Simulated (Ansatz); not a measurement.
## Electronic structure of CH₅ClSi···H₂ in real space

The calculation's input:

```
crystal:
  periodic: [false, false, false]
  atoms:
    - { symbol: Si, position_ang: [0.0, 0.0, 0.0] }
    - { symbol: H, position_ang: [0.0, 0.0, 1.81] }
    - { symbol: C, position_ang: [1.7634, 0.0, -0.6227] }
    - { symbol: H, position_ang: [2.1111, -1.0463, -0.7509] }
    - { symbol: H, position_ang: [1.8119, 0.5276, -1.5981] }
    - { symbol: H, position_ang: [2.4154, 0.5187, 0.1108] }
    - { symbol: H, position_ang: [-0.6877, 1.1914, -0.4862] }
    - { symbol: H, position_ang: [-0.6877, -1.1914, -0.4862] }
    - { symbol: Cl, position_ang: [-2.306, 0.0, 0.7662] }
    - { symbol: H, position_ang: [-0.9541, 0.0, 1.8716] }
basis:
  gaussian: { orbitals: "6-31G*" }
hamiltonian:
  xc: pbe
  dispersion: d4
relax:
  f_tol: 0.15
  max_steps: 25
  restrain:
    - { distance: [0, 8], at: 2.13, k: 30.0 }
    - { distance: [9, 1], at: 0.66, k: 30.0 }
    - { distance: [0, 1], at: 2.66, k: 30.0 }
    - { distance: [9, 8], at: 2.57, k: 30.0 }
output:
  orbitals: {}
```

Command:

```sh
ansatz run input.yaml --threads 1 --pin off --max-ram 2048MiB --backend cpu --events-out ev --progress --plain --runs-dir out
```

The fields are those of the run's last geometry, not of the input's.

Not at a stationary point (largest force 1.6 eV/Å).

Method: RKS PBE-D4/6-31G* (Ansatz 0.2.0).

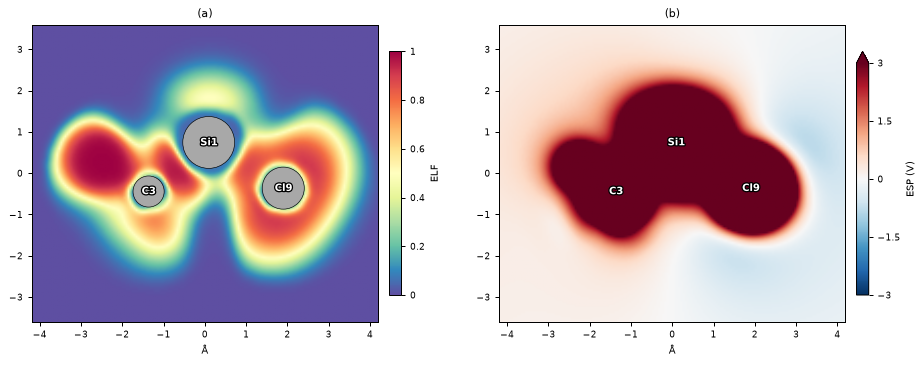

Figure 1. (a) ELF; (b) electrostatic potential on the plane of atoms C3, Si1 and Cl9. Grey discs cover the atomic cores in the ELF map.

**Describe what can be read from this map.**

The section cuts through Si, C and Cl sites.
C–Si (1.88 Å): the ELF peaks at about 0.95 between the atoms (a covalent bond).
Si–Cl (2.12 Å): the ELF peaks at about 0.85 between the atoms: a shared but strongly polarised pair.
The ELF also peaks beside Cl9, away from the bonds: lone-pair regions.
Outside the dense part of the complex the potential is most negative (−0.8 V) near Cl9.

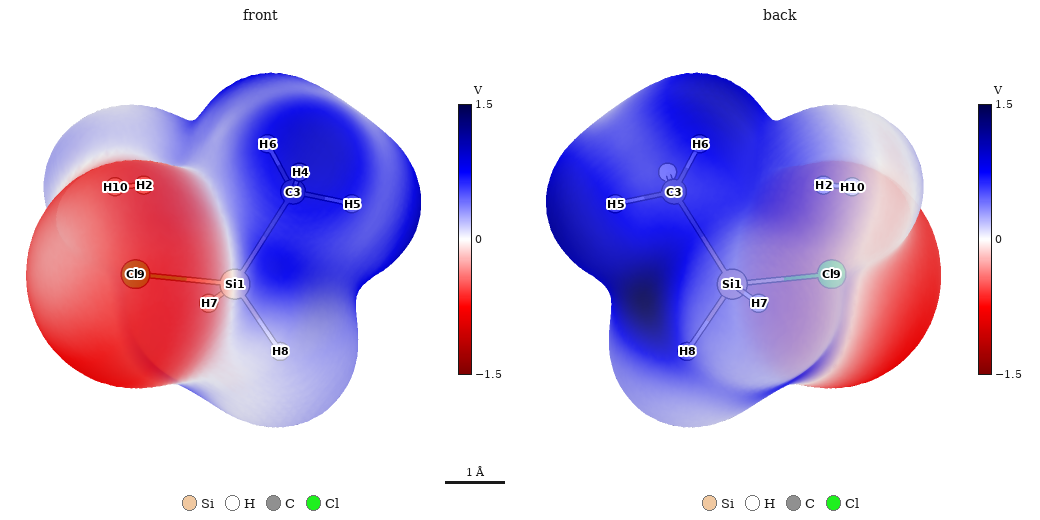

Figure 2. The molecular electrostatic potential painted on the density surface at 0.002 e/bohr³, seen from the front and from behind; red is negative and blue positive.

**Which sites attract a positive test charge, and which a negative one?**

A positive charge is drawn to the negative regions and a negative charge to the positive ones. The most negative region (about −0.8 V, or −18 kcal/mol for a unit charge) lies over Cl9, the most positive (about +1.4 V, or +32 kcal/mol for a unit charge) over Si1.

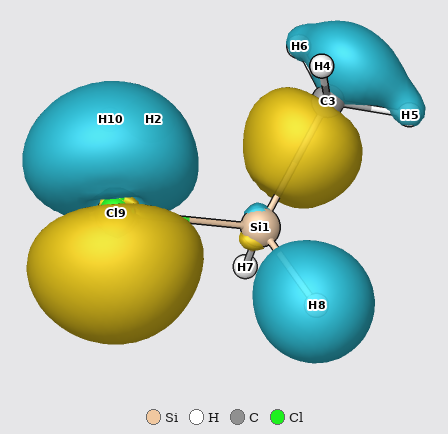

Figure 3. One frontier orbital at ±0.1 Å⁻³ᐟ² (yellow and cyan are the two phases), seen at a tilt.

**Which orbital is it: HOMO or LUMO?**

The HOMO, at −7.18 eV. Its weight (Hirshfeld) is mainly on Cl9 (about 70 %), Si1 (about 10 %), C3 (about 10 %) and H8 (about 5 %); largely a lone pair of Cl9.
